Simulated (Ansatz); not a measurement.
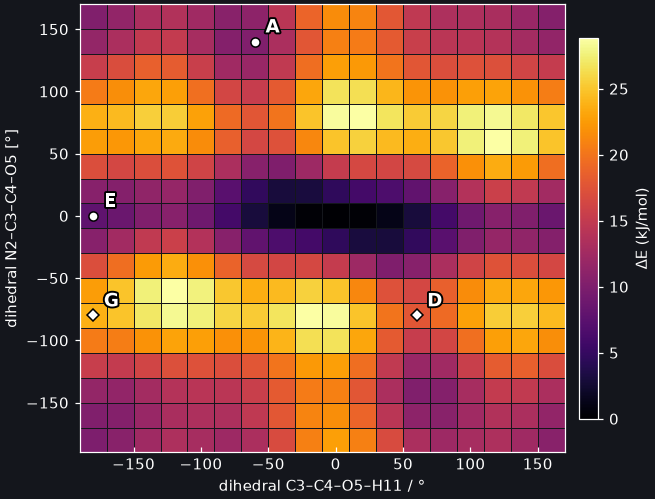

C2H6BNO, SMILES BN=CCO. Coordinates scanned: (1) dihedral C3–C4–O5–H11; (2) dihedral N2–C3–C4–O5. Nothing is relaxed (all other coordinates rigid). Grid: 18 × 18 points. Points are written as (first, second). Energies: kJ/mol, counted from the lowest grid point. Computed with Ansatz, RKS PBE0-D4/def2-SVP.

The picture shows one coloured cell a grid point, lettered points.

> Rank the lettered points by energy, lowest first.

E (7.8 kJ/mol), A (10.2 kJ/mol), D (17.7 kJ/mol), G (23.7 kJ/mol).

> What kind of point is each of A, D, E, G: minimum, saddle, maximum or slope?

A: minimum; D: saddle point; E: minimum; G: saddle point. (In these two coordinates alone; a stationary point may lie a little off the grid point.)
